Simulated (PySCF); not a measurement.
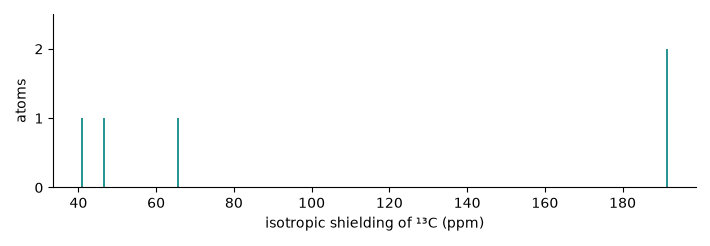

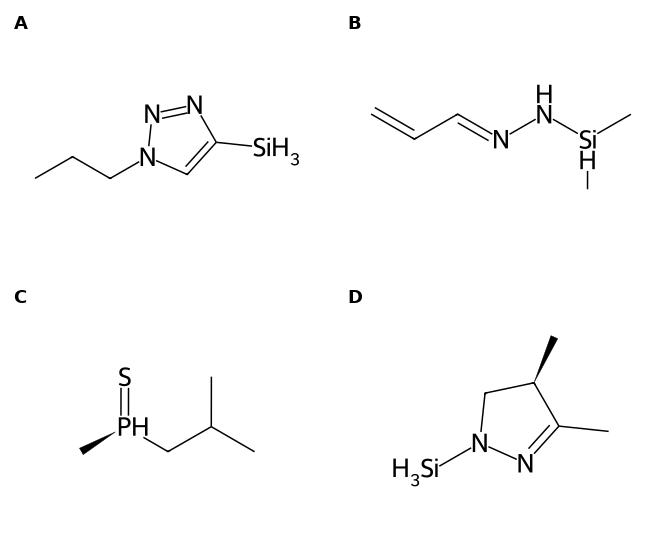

The sticks are computed shieldings of one of the molecules, for one fixed geometry (GFN2-xTB) without averaging over rotations. Low shielding means a high chemical shift. Method: GIAO PBE0/pcSseg-1 NMR shielding, non-relativistic, gas phase (PySCF 2.14.0).

**Which molecule gives this pattern?**

B, `C=C/C=N/N[SiH](C)C`. Its 5 C atoms give lines at 41.0, 46.5, 65.6, 191.3 (2 atoms) ppm.

The geometry is semi-empirical. Around P, Si such bond lengths and angles can be off by a tenth of an ångström or more and by several degrees, and values that hang on the shape move with them.
